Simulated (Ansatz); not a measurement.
# The perfect GaSb wire along [110], 8 atoms a period, H-terminated, part 2 of 2

Aim: is the GaSb wire along [110], 8 atoms a period, H-terminated a metal or a semiconductor?

Ansatz 0.2.0; DFT PBE, plane waves, PAW; relaxation of a wire's period; PAW set soft_1 (the session's first sound run).

So far. Step 2 (Relaxing the period): The cell's length comes to 4.474 Å with spin left out.

## (3) Bands of the perfect wire

This step: DFT PBE, plane waves, PAW; bands of a perfect wire; PAW set soft_1 (Ansatz 0.2.0).

At the relaxed period the bands are computed along the axis; those that cross an energy going forward count the channels that a perfect wire would open there.

Input file input.yaml:

```yaml
crystal:
  lattice:
    - [16.485, 0.0, 0.0]
    - [0.0, 14.049, 0.0]
    - [0.0, 0.0, 4.4737849024]
  atoms:
    - { symbol: Sb, position: [0.354755405, 0.499995414, 0.0] }
    - { symbol: H, position: [0.402188149, 0.755009619, 0.0] }
    - { symbol: Ga, position: [0.444519523, 0.655051245, 0.0] }
    - { symbol: Ga, position: [0.444519523, 0.344939583, 0.0] }
    - { symbol: Sb, position: [0.724452049, 0.499995414, 0.0] }
    - { symbol: H, position: [0.793338703, 0.591100376, 0.0] }
    - { symbol: H, position: [0.793338703, 0.408890452, 0.0] }
    - { symbol: H, position: [0.215839018, 0.598447954, 0.5] }
    - { symbol: H, position: [0.215839018, 0.401542874, 0.5] }
    - { symbol: Ga, position: [0.260373106, 0.499995414, 0.5] }
    - { symbol: Sb, position: [0.538201959, 0.651290159, 0.5] }
    - { symbol: Sb, position: [0.538201959, 0.348700669, 0.5] }
    - { symbol: H, position: [0.608021599, 0.742306399, 0.5] }
    - { symbol: H, position: [0.608021599, 0.257684429, 0.5] }
    - { symbol: Ga, position: [0.632423132, 0.499995414, 0.5] }
    - { symbol: H, position: [0.402188149, 0.244981209, 0.0] }
kpoints:
  mp_grid: { grid: [1, 1, 18] }
  band_path: { path: ["Γ", Z], npoints: 90 }
scf:
  occupations: { method: fermi_dirac, width: 0.05 }
hamiltonian:
  xc: pbe
  pseudopotentials: { kind: paw, azcp: { folder: soft_1 } }
output:
  dos: { e_range: [-5, 4] }
  write_potential: true
  write_density: true
  volumetric_format: npy
```

The run is started by

```bash
> ansatz run input.yaml --threads 4 --pin off --max-ram 16384MiB --backend cpu --events-out ev --progress --plain --runs-dir out
```

Numbers of over 12 decimals in the logs are rounded to 6 here.

The program printed:

```text
[...]
Crystal: 16 atoms, lattice volume = 1036.119 Å³
Basis set: ecut = 420 eV, 20311 PW (Γ)
Bands: 76, of which v1, the nominal top of the filled ones, is band 60 counted from 1 (59 counted from 0)
Symmetry: 4 space group operations
[...]
k-points: 10 of 18
[...]
SCF iter   1: F=—  HF=-41197.691104 eV  |F-HF|=—  |Δ(HF+E_count)|=         —  Δρ=2.84e-2  dr2=8.85e0  ethr=3.10e-3  ⟨swp⟩=8.2  Hψ=3621  notcnv=0  defer=5
[...]
SCF iter  11: F=-41195.087999 eV  HF=-41195.087999 eV  |F-HF|=6.34e-9  |Δ(HF+E_count)|=   4.68e-8  Δρ=9.46e-7  dr2=1.36e-8  ethr=8.33e-11  ⟨swp⟩=3.8  Hψ=1967  notcnv=0
SCF 1 converged in 11 iterations: F = -41195.087999 eV  dr2 = 1.36e-8
[...]
NSCF: frozen V_eff on 91 k-points
WARN: The output density's exchange-correlation potential varies sharply where the density is thin. Do not read a vacuum level from v_tot or v_xc, or from such a field of the output density. On a cell that repeats whose density bears no net charge and no dipole along the vacuum's axis use v_es (v_loc + v_h of the components); under efield.dipole_correction with no amplitude use v_es + v_field, which holds any externa [...]
SCF converged after 11 iterations
Free energy (F): -41195.087999 eV
[...]
Internal energy: -41195.087987 eV  (E = F + TS)
E sigma→0 (E₀):  -41195.087993 eV
Entropy (-TS):   -0.000011 eV (-0.001 meV/atom)
Fermi energy:    -1.481254 eV
[...]
--- Band table (eV; the first three rows and the last of 10) ---
  k-point 0: bands = [... 56 lower, -3.0377, -2.8628, -2.8224, -1.9557, -1.0134, -0.2733, -0.1087, 0.4537, ... 12 higher]
  k-point 1: bands = [... 56 lower, -3.2148, -2.9432, -2.7660, -2.0633, -0.8552, -0.1245, 0.0391, 0.5822, ... 12 higher]
  k-point 2: bands = [... 56 lower, -3.3463, -3.0648, -2.7977, -2.2685, -0.4733, 0.1890, 0.4094, 0.7173, ... 12 higher]
  k-point 9: bands = [... 56 lower, -3.8691, -3.4573, -3.3059, -3.2487, 0.0188, 0.2737, 0.3347, 0.7540, ... 12 higher]
```

Wall time 2.5 min (4 threads of Arm Neoverse V1, shared host); peak memory 4.1 GiB.

In the SCF lines HF is the Harris–Foulkes energy and dr2 the Hartree energy of the density residual, in eV; the loop may stop once dr2 is under the threshold and the program's other checks hold. Hψ counts applications of the Hamiltonian.

This step gave:

| Property | Result |
| --- | --- |
| band gap | 0.9423 eV |

The electronic bands at the labelled points (eV, zero at the Fermi level; v1 is the highest filled band, c1 the lowest empty one):

| point | v4 | v3 | v2 | v1 | c1 | c2 | c3 | c4 |
| --- | --- | --- | --- | --- | --- | --- | --- | --- |
| Γ | -1.56 | -1.38 | -1.34 | -0.47 | 0.47 | 1.21 | 1.37 | 1.94 |
| Z | -2.39 | -1.98 | -1.82 | -1.77 | 1.50 | 1.75 | 1.82 | 2.24 |

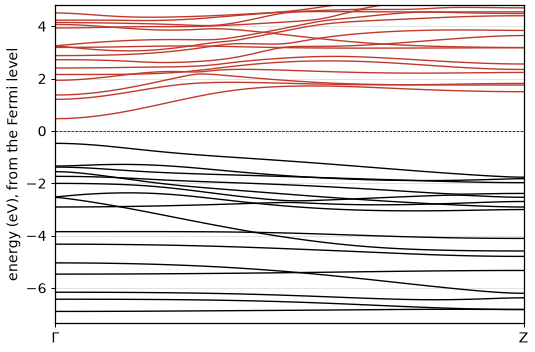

Electronic bands along the path; lines of filled and empty bands in two colours.

The gap is 0.942 eV, with spin left out.

The path shows a direct gap of 0.94 eV (valence top at Γ, conduction bottom at Γ).

## (4) Another level of theory, cutoff 500 eV, k-mesh 1×1×14

This step: DFT r2SCAN, plane waves, PAW; bands of a perfect wire at the PBE geometry; PAW set soft_1 (Ansatz 0.2.0).

The atoms stay at the PBE geometry and the functional changes. r2SCAN also reads the kinetic-energy density; it often gives larger moments and wider gaps than PBE, at a higher cost. Against the first PBE run of this kind, the cutoff is 500 eV against 420 and the mesh along the wire has 14 points against 18.

Edit input.yaml of step 3 so:

```diff
@@ -23,3 +23,3 @@
 kpoints:
-  mp_grid: { grid: [1, 1, 18] }
+  mp_grid: { grid: [1, 1, 14] }
   band_path: { path: ["Γ", Z], npoints: 90 }
@@ -28,8 +28,3 @@
 hamiltonian:
-  xc: pbe
+  xc: r2scan
   pseudopotentials: { kind: paw, azcp: { folder: soft_1 } }
-output:
-  dos: { e_range: [-5, 4] }
-  write_potential: true
-  write_density: true
-  volumetric_format: npy
```

The program printed:

```text
[...]
Crystal: 16 atoms, lattice volume = 1036.119 Å³
Basis set: ecut = 500 eV, 26303 PW (Γ), exchange–correlation on 500×432×144 points (64 copies of the dense FFT grid, shifted against one another)
Bands: 76, of which v1, the nominal top of the filled ones, is band 60 counted from 1 (59 counted from 0)
Symmetry: 4 space group operations
[...]
k-points: 8 of 14
[...]
--- Band table (eV; the first three rows and the last of 8) ---
  k-point 0: bands = [... 56 lower, -3.2674, -3.0869, -2.9908, -2.1177, -0.9633, -0.1527, 0.0011, 0.6683, ... 12 higher]
  k-point 1: bands = [... 56 lower, -3.5002, -3.2062, -2.9378, -2.2846, -0.6996, 0.0819, 0.2504, 0.7639, ... 12 higher]
  k-point 2: bands = [... 56 lower, -3.6473, -3.3348, -3.0563, -2.5473, -0.1244, 0.4175, 0.8267, 0.9313, ... 12 higher]
  k-point 7: bands = [... 56 lower, -4.1495, -3.6916, -3.5330, -3.4576, 0.1531, 0.4034, 0.4170, 0.9151, ... 12 higher]
[key lines of the parts left out:]
SCF converged after 10 iterations
Free energy (F): -41283.408804 eV
Fermi energy:    -1.538996 eV
```

The job ended after 4.5 min (4 threads; peak memory 6.5 GiB; 18 min of CPU time).

This step gave:

| Quantity | Value |
| --- | --- |
| band gap | 1.154 eV |

Electronic bands along the path, in eV, zero at the Fermi level; v1 is the highest filled band, c1 the lowest empty one:

| point | v4 | v3 | v2 | v1 | c1 | c2 | c3 | c4 |
| --- | --- | --- | --- | --- | --- | --- | --- | --- |
| Γ | -1.73 | -1.55 | -1.45 | -0.58 | 0.58 | 1.39 | 1.54 | 2.21 |
| Z | -2.61 | -2.15 | -1.99 | -1.92 | 1.69 | 1.94 | 1.96 | 2.45 |

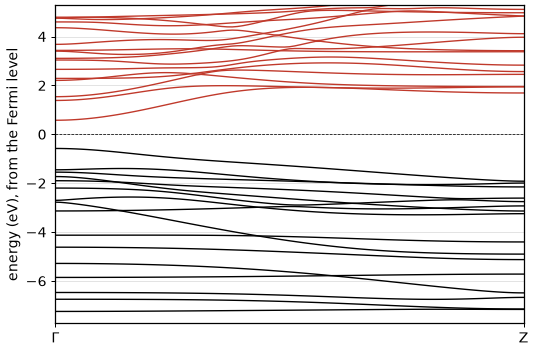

Electronic bands along the path; lines of filled and empty bands in two colours.

The gap is 1.15 eV, against 0.942 eV under PBE at the relaxed period.

## (5) Another level of theory, level HSE06, cutoff 420 eV

This step: DFT HSE06, plane waves, PAW; levels of a perfect wire at the PBE geometry; PAW set soft_1 (Ansatz 0.2.0).

The atoms stay at the PBE geometry and the functional changes. HSE06 mixes in a quarter of short-range exact exchange, which removes part of the self-interaction that closes gaps; it is dear, so the mesh is thinner and no path is run. Against the first PBE run of this kind, the mesh along the wire has 7 points against 18.

Edit input.yaml of step 4 so:

```diff
@@ -23,4 +23,3 @@
 kpoints:
-  mp_grid: { grid: [1, 1, 14] }
-  band_path: { path: ["Γ", Z], npoints: 90 }
+  mp_grid: { grid: [1, 1, 7] }
 scf:
@@ -28,3 +27,3 @@
 hamiltonian:
-  xc: r2scan
+  xc: hse06
   pseudopotentials: { kind: paw, azcp: { folder: soft_1 } }
```

The program printed:

```text
[...]
Crystal: 16 atoms, lattice volume = 1036.119 Å³
Basis set: ecut = 420 eV, 20311 PW (Γ)
Bands: 76, of which v1, the nominal top of the filled ones, is band 60 counted from 1 (59 counted from 0)
Symmetry: 4 space group operations
[...]
k-points: 4 of 7
[...]
SCF iter   8: F=-41195.089994 eV  HF=-41195.090008 eV  |F-HF|=1.40e-5  |Δ(HF+E_count)|=   1.27e-4  Δρ=5.08e-5  dr2=2.73e-5  ethr=6.27e-7  ⟨swp⟩=3.2  Hψ=575  notcnv=0
[...]
Fermi energy:    -1.559626 eV
[...]
--- Band table (eV) ---
  k-point 0: bands = [... 56 lower, -3.5089, -3.3182, -3.2439, -2.3154, -0.8039]
  k-point 1: bands = [... 56 lower, -3.9607, -3.6130, -3.2926, -2.7767, 0.0779]
  k-point 2: bands = [... 56 lower, -4.1729, -3.7930, -3.7569, -3.1829, 0.5712]
  k-point 3: bands = [... 56 lower, -4.4549, -3.9432, -3.8850, -3.5953, 0.3690]
  guard bands above this table: 15 of the run's 76 bands. The solve was not asked for them (output.publish_guard_bands: true or output.eigenvalues: true publishes all)
[key lines of the parts left out:]
Free energy (F): -41214.539263 eV
```

Run time: 4.3 min. Hardware: 4 threads; peak memory 14 GiB; 17 min of CPU time.

Numbers from this step:

```
band gap : 1.512 eV
```

The gap is 1.51 eV, against 0.942 eV under PBE at the relaxed period.

## (6) Two-component spinors, k-mesh 1×1×12

This step: DFT PBE, plane waves, fully relativistic PAW; bands of a perfect wire with spin-orbit coupling; PAW set soft_1 (Ansatz 0.2.0).

Spin-orbit coupling mixes the spins and splits bands that cross or touch without it, so it can open or close channels. Fully relativistic datasets take the place of the scalar ones. Against the first PBE run of this kind, the mesh along the wire has 12 points against 18.

Edit input.yaml of step 5 so:

```diff
@@ -23,3 +23,4 @@
 kpoints:
-  mp_grid: { grid: [1, 1, 7] }
+  mp_grid: { grid: [1, 1, 12] }
+  band_path: { path: ["Γ", Z], npoints: 90 }
 scf:
@@ -27,3 +28,6 @@
 hamiltonian:
-  xc: hse06
-  pseudopotentials: { kind: paw, azcp: { folder: soft_1 } }
+  xc: pbe
+  pseudopotentials: { kind: paw_fr, azcp: { folder: soft_1 } }
+magnetization:
+  noncollinear: true
+  spin_orbit: true
```

The program printed:

```text
[...]
non-collinear run that drives no moment, with spin-orbit: no starting moment large enough to seed its density (crystal.atoms[].spin), no starting occupations that ask for one, no magnetisation constraint and no magnetic field, so the semilocal B_xc is pinned to zero
Crystal: 16 atoms, lattice volume = 1036.119 Å³
Basis set: ecut = 420 eV, 20311 PW (Γ)
[...]
k-point 0: bands = [... 116 lower, -2.8192, -2.8192, -1.9394, -1.9394, -1.0094, -1.0094, -0.2720, -0.2720, ... 28 higher]
  k-point 1: bands = [... 116 lower, -2.8038, -2.7092, -2.2049, -2.0941, -0.7071, -0.6575, 0.0190, 0.0355, ... 28 higher]
  k-point 2: bands = [... 116 lower, -2.9571, -2.8588, -2.5111, -2.3397, -0.0996, -0.0473, 0.3431, 0.3783, ... 28 higher]
  k-point 6: bands = [... 116 lower, -3.2643, -3.2643, -3.1988, -3.1988, 0.0119, 0.0119, 0.2776, 0.2776, ... 28 higher]
[key lines of the parts left out:]
SCF converged after 11 iterations
Magnetization: |M| = 0.0000 μB,  M = (+0.0000, +0.0000, +0.0000) μB
Free energy (F): -41205.038327 eV
Fermi energy:    -1.473250 eV
```

It took 22 min on 4 threads; peak memory 11 GiB; 88 min of CPU time.

Numbers from this step:

| Property | Result |
| --- | --- |
| band gap | 0.9274 eV |

Electronic bands along the path, in eV, zero at the Fermi level; v1 is the highest filled band, c1 the lowest empty one:

| point | v4 | v3 | v2 | v1 | c1 | c2 | c3 | c4 |
| --- | --- | --- | --- | --- | --- | --- | --- | --- |
| Γ | -1.35 | -1.35 | -0.47 | -0.47 | 0.46 | 0.46 | 1.20 | 1.20 |
| Z | -1.79 | -1.79 | -1.73 | -1.73 | 1.49 | 1.49 | 1.75 | 1.75 |

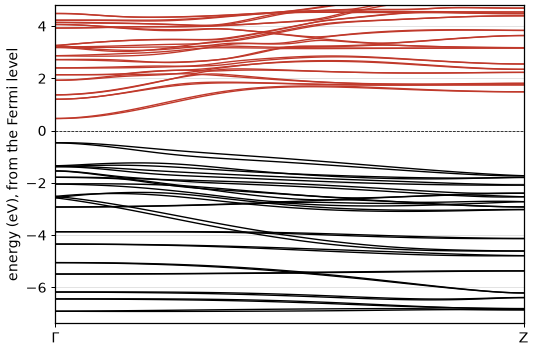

Electronic bands along the path; lines of filled and empty bands in two colours.

The gap is 0.927 eV, against 0.942 eV under PBE at the relaxed period, with no moment.

## (7) The ladder

Times are for 4 threads of Arm Neoverse V1, shared host. The series side by side:

| no. | run | band gap (eV) | time | memory (GiB) |
| --- | --- | --- | --- | --- |
| 1 | lead | 0.9423 | 2.5 min | 4.1 |
| 2 | levels | 1.154 | 4.5 min | 6.5 |
| 3 | levels | 1.512 | 4.3 min | 14 |
| 4 | SOC | 0.9274 | 22 min | 11 |

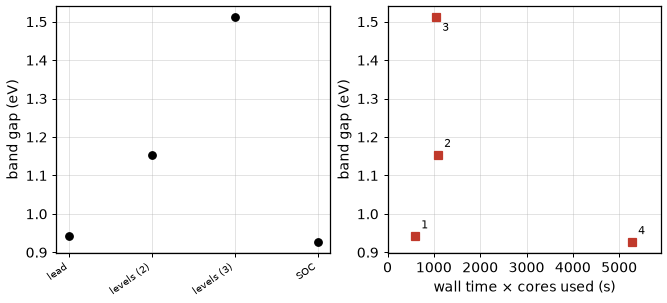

The series as plots; the last panel sets the first result against cost, with the runs numbered as in the table.

## (8) Summary of results

* cell length, PBE: 4.474 Å
* gap, PBE: 0.942 eV
* gap, r2SCAN: 1.15 eV
* gap, HSE06: 1.51 eV
* gap, with spin-orbit coupling: 0.927 eV

**Reading.** Under PBE the cell's length is 4.47 Å, and a gap of 0.94 eV makes it a semiconductor. At the relaxed period the wire is gapped under every functional, from 0.94 eV (PBE) to 1.51 eV (HSE06). Weak screening in one dimension makes quasiparticle gaps larger than the semilocal gaps, as a rule. Plain hydrogen on a compound's surface is a simple closure: it may leave surface states, and facets that end in unlike atoms put a field across the wire, both of which shrink the gap. A hybrid's gap is read on a coarse mesh, without a band path.

[Logs are printed without paths, hosts, clocks, repeated set-up lines and the standing remarks that a program may print on its own settings, such as how far it seeks lower states.]

[Hosts, paths, dates, database ids (printed as entryN), source tags and the programs' standing remarks are cut or masked in the printed files.]
